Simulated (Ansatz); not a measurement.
System: Lu$_{3}$Au.

Input file:

```
crystal:
  lattice:
    - [-3.0252445272, 3.0252445272, 3.0252445272]
    - [3.0252445272, -3.0252445272, 3.0252445272]
    - [3.0252445272, 3.0252445272, -3.0252445272]
  atoms:
    - { symbol: Lu, position: [0.0, 0.5, 0.5] }
    - { symbol: Lu, position: [0.5, 0.0, 0.5] }
    - { symbol: Lu, position: [0.5, 0.5, 0.0] }
    - { symbol: Au, position: [0.0, 0.0, 0.0] }
basis:
  ecutwfc: 420
kpoints:
  mp_grid: { grid: [12, 12, 12] }
  band_path:
    path:
      - [[0.0, 0.0, 0.0], [0.5, -0.5, 0.5], [0.0, 0.0, 0.5], [0.0, 0.0, 0.0], [0.25, 0.25, 0.25], [0.5, -0.5, 0.5]]
      - [[0.25, 0.25, 0.25], [0.0, 0.0, 0.5]]
    npoints: 14
hamiltonian:
  xc: pbe
scf:
  occupations: { method: gaussian, width: 0.1 }
  n_extra_bands: 10
output:
  forces: true
  stress: true
  eigenvalues: true
  populations: true
  dos: { projected: true, de: 0.02, nscf_kmesh: { grid: [15, 15, 15] } }
  bader: true
  write_density: true
  write_potential: true
  elf: true
  volumetric_format: npy
```

Launched as:

```sh
ansatz run input.yaml --threads 1 --pin off --max-ram 2048MiB --backend cpu --events-out ev --progress --plain --runs-dir out
```

Below, planes, directions and counts refer to the conventional cell (a = 6.05 Å, b = 6.05 Å, c = 6.05 Å, α = 90.00°, β = 90.00°, γ = 90.00°).

Space group Im-3m; a structure generated by program, which may or may not match a known phase.

Theory: DFT PBE, scalar-relativistic, plane waves, PAW (Ansatz).

**Predict the valence pseudo-density and electron localisation function between the atoms.**

Lu–Lu (3.03 Å): the density is about 0.19 e/Å³ at the midpoint; the ELF is about 0.25 at the midpoint: no localised pair shows between them.
Lu–Au (3.03 Å): the density is about 0.2 e/Å³ at the midpoint; the ELF is about 0.25 at the midpoint (no shared electron pair shows on this line).
Bader's partition of the density gives Lu +0.58 and Au −1.75 e.

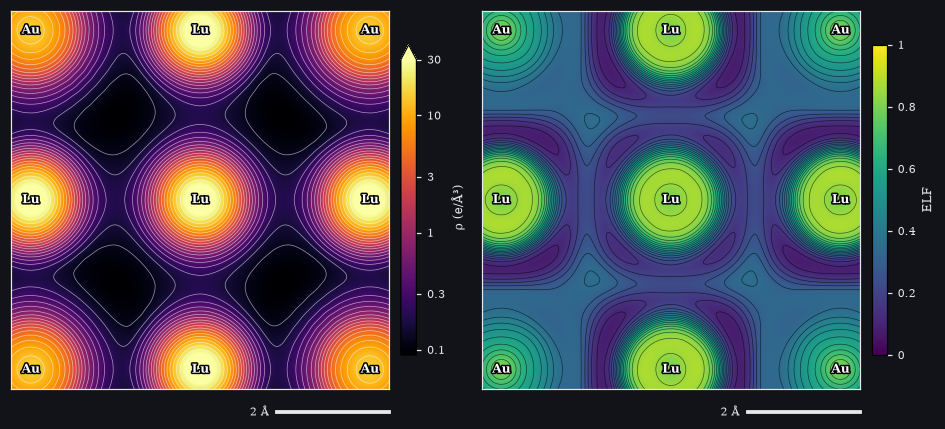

Computed valence pseudo-density and electron localisation function on the (100) plane of the conventional cell, in this order. 

The density is the valence pseudo-density of a PAW calculation; it isn't the true density close to the nuclei.
